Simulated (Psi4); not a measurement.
# SiH2O (oxosilane): wB97X-D/cc-pVTZ (sweep point 3)

What is the vertical electron affinity of SiH2O (oxosilane) at wB97X-D/cc-pVTZ (sweep point 3)? 

The results are computed with Psi4 1.11.

### 1 The system as given

The species is SiH2O (4 atoms), meant as a singlet with charge 0. SMILES: `O=[SiH2]`. The shape is that of a PBE0-D4/def2-TZVP optimisation.

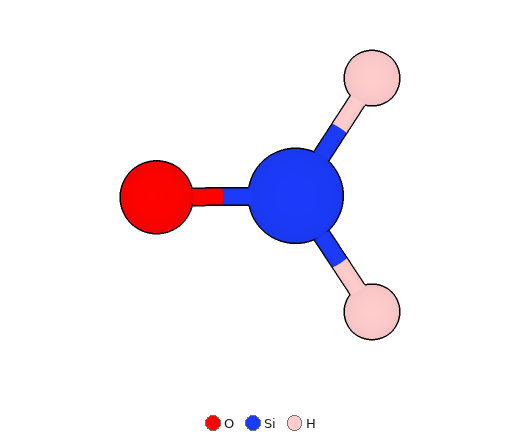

The structure, seen from a chosen angle (oxygen red, silicon blue, hydrogen pink).

### 2 A single-point energy at wB97X-D/cc-pVTZ (sweep point 3)

The input, calc.inp:

```
memory 1600 MB

molecule mol {
  O     -0.53517044     0.78140175     2.77695254
  Si    -0.01266117     0.01851932     0.06595144
  H      0.83129052    -2.54357136    -0.71091497
  H     -0.28345892     1.74365030    -2.13217799
  units au
  symmetry c1
}

set {
  basis                cc-pVTZ
  puream               true
  scf_type             pk
  dft_radial_points    99
  dft_spherical_points 590
}

result, w = energy('wb97x-d', return_wfn=True)
print_variables()
```

Launch:

```bash
$ psi4 -n 1 calc.inp calc.out
```

calc.out:

```text
[...]
  Running in c1 symmetry.
[...]
  Nuclear repulsion =   52.484790023665980
[...]
  Multiplicity = 1
[...]
  Nalpha       = 12
  Nbeta        = 12
[...]
    Number of basis functions: 92
[...]
   @RKS iter   1:  -365.67221613592096   -4.40329e-01   8.57758e-03 DIIS/ADIIS
[...]
   @RKS iter   8:  -365.90920205163951   -6.14972e-08   6.71196e-07 DIIS
[...]
    Orbital Energies [Eh]
    ---------------------
    Doubly Occupied:
       1A    -66.326290     2A    -19.216965     3A     -5.438020
       4A     -3.787682     5A     -3.779849     6A     -3.778545
       7A     -1.026649     8A     -0.618368     9A     -0.484195
      10A     -0.440183    11A     -0.404831    12A     -0.371897
[...]
  @RKS Final Energy:  -365.90920205163951
   => Energetics <=
    Nuclear Repulsion Energy =             52.4847900236659797
    One-Electron Energy =                -610.5836448360926170
    Two-Electron Energy =                 213.8663410932553575
    DFT Exchange-Correlation Energy =     -21.6762256423722519
    Empirical Dispersion Energy =          -0.0004626900959729
    VV10 Nonlocal Energy =                  0.0000000000000000
    Total Energy =                       -365.9092020516395110
[...]
 Multipole Moments:
 ------------------------------------------------------------------------------------
     Multipole            Electronic (a.u.)      Nuclear  (a.u.)        Total (a.u.)
 ------------------------------------------------------------------------------------
 L = 1.  Multiply by 2.5417464519 to convert [e a0] to [Debye]
 Dipole X            :         -0.1902098            0.4532372            0.2630275
 Dipole Y            :          0.2777722           -0.6618064           -0.3840342
 Dipole Z            :          0.9876793           -2.3521705           -1.3644912
 Magnitude           :                                                    1.4417011
[...]
```

Run time: 8.1 s. Hardware: 1 thread of AMD EPYC 9R45 (Zen 5), shared host; peak memory 1.1 GiB.

### 3 The doublet anion, same level

The input, job.dat:

```
memory 1600 mb

molecule {
  -1 2
  O     -0.53517044     0.78140175     2.77695254
  Si    -0.01266117     0.01851932     0.06595144
  H      0.83129052    -2.54357136    -0.71091497
  H     -0.28345892     1.74365030    -2.13217799
  units bohr
  symmetry c1
}

set {
  reference uks
  puream true
  scf_type pk
  dft_radial_points 99
  dft_spherical_points 590
  maxiter 150
}

energy('wb97x-d/cc-pVTZ')
```

Launch:

```bash
$ psi4 job.dat job.out -n 1
```

job.out:

```text
[...]
  Running in c1 symmetry.
[...]
  Nuclear repulsion =   52.484790023665980
[...]
  Multiplicity = 2
[...]
  Nalpha       = 13
  Nbeta        = 12
[...]
    Number of basis functions: 92
[...]
   @UKS iter   1:  -365.61978897328436   -3.87902e-01   9.27996e-03 DIIS/ADIIS
[...]
   @UKS iter  10:  -365.90727934162516   -1.68226e-08   2.36023e-07 DIIS
[...]
   @S^2 Observed:                7.556095178E-01
[...]
    Orbital Energies [Eh]
    ---------------------
    Alpha Occupied:
       1A    -66.036015     2A    -18.948423     3A     -5.149726
       4A     -3.497327     5A     -3.493654     6A     -3.491950
       7A     -0.774952     8A     -0.368372     9A     -0.234057
      10A     -0.192948    11A     -0.173743    12A     -0.125175
      13A      0.018710
    Alpha Virtual:
      14A      0.284283    15A      0.323592    16A      0.395986
      17A      0.407398    18A      0.449364    19A      0.481130
      20A      0.523242    21A      0.538315    22A      0.592662
      23A      0.597886    24A      0.611632    25A      0.694180
[...]
  @UKS Final Energy:  -365.90727934162516
   => Energetics <=
    Nuclear Repulsion Energy =             52.4847900236659797
    One-Electron Energy =                -617.0128766811285459
    Two-Electron Energy =                 220.4210055922339109
    DFT Exchange-Correlation Energy =     -21.7997355863005318
    Empirical Dispersion Energy =          -0.0004626900959729
    VV10 Nonlocal Energy =                  0.0000000000000000
    Total Energy =                       -365.9072793416252125
[...]
 Multipole Moments:
 ------------------------------------------------------------------------------------
     Multipole            Electronic (a.u.)      Nuclear  (a.u.)        Total (a.u.)
 ------------------------------------------------------------------------------------
 L = 1.  Multiply by 2.5417464519 to convert [e a0] to [Debye]
 Dipole X            :         -0.3949075            0.4532372            0.0583297
 Dipole Y            :          0.5764789           -0.6618064           -0.0853274
 Dipole Z            :          2.0493632           -2.3521705           -0.3028073
 Magnitude           :                                                    0.3199615
[...]
```

Wall time 12 s (1 thread of AMD EPYC 9R45 (Zen 5), shared host); peak memory 1.1 GiB.

### 4 Outcome

At wB97X-D/cc-pVTZ (sweep point 3):

| quantity | value |
| --- | --- |
| singlet SiH2O: total energy | -365.90920 Eh |
| singlet SiH2O: dipole moment | 3.66 D |
| singlet SiH2O: HOMO energy | -10.12 eV |
| singlet SiH2O: LUMO energy | -0.32 eV |
| singlet SiH2O: HOMO–LUMO gap | 9.80 eV |
| singlet SiH2O: dispersion energy | -1.21 kJ/mol |
| doublet anion: total energy | -365.90728 Eh |
| doublet anion: HOMO energy (highest over α and β) | 0.51 eV |
| doublet anion: LUMO energy (lowest over α and β) | 6.57 eV |
| doublet anion: dispersion energy | -1.21 kJ/mol |
| doublet anion: ⟨S²⟩ | 0.756 |
| vertical electron affinity (to the doublet anion) | -0.052 eV |

What this shows: The anion lies 0.05 eV (5.0 kJ/mol) above the neutral: the electron isn't bound at this level, and such a value depends on the basis. Without diffuse functions anions come out too high. The HOMO (doublet anion) lies at positive energy, 0.51 eV; only total energies tell whether the electron is bound.
